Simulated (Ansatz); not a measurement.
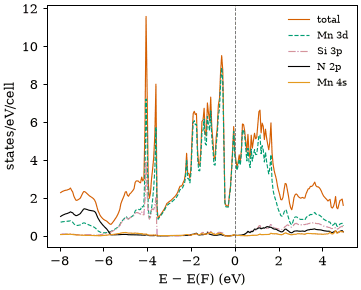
Total and projected density of states of Mn3SiN (anti-perovskite, Pm-3m), DFT-PBEsol in the program Ansatz with PAW potentials

Which orbitals carry the states next to the Fermi level?

Within 0.5 eV of the Fermi level: Mn 3d 95 %. Projections are on Löwdin-orthogonalised atomic valence shells; empty p or d shells of many metals are not among them.

Where is the tallest occupied peak in this window, and what makes it?

Near -4.0 eV, about 12 states/eV per cell; the largest projected share is Mn 3d.

The start of the workflow was typed in or built on a structure type; neither database checked (COD, Materials Project) lists it. Whether it is the stable phase at ambient conditions was not checked. The cell was relaxed with PBEsol under the symmetry of its start; its stability against distortions is not shown here. Spin order of the final state: ferromagnetic, chosen from 4 collinear starts compared on coarse meshes (ties went to the first, and starts can fall back to one state), not a proven ground state. The volume moved by -19 % from the start of the relaxation. No Hubbard U is applied.

Potentials: the later of the program's two PAW sets.
